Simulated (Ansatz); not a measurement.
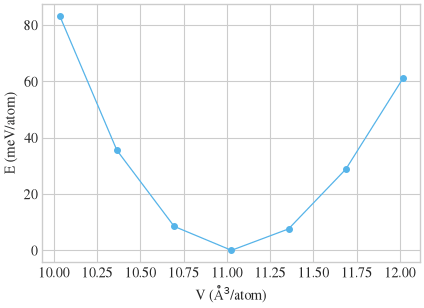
Figure: WC in space group Pnma (No. 62; W on 4c, C on 4c) under volume change, the program Ansatz at the PBE level (PAW), shape and atoms relaxed at each volume.

Task: What does a third-order Birch–Murnaghan fit give for V₀, B₀ and B′?

Result: V₀ = 11.03 Å³/atom, B₀ = 250 GPa, B′ = 4.1.

A made-up cell: these elements were put on the sites of a structure type; neither database checked (COD, Materials Project) lists it. It is not the phase usual at ambient conditions (space group No. 187). Symmetry was held in the PBE relaxation; whether a distortion lowers the energy is not shown. The run is not spin-polarised. Spin–orbit coupling is left out wherever it is not named.

Potentials: the later of the program's two PAW sets.
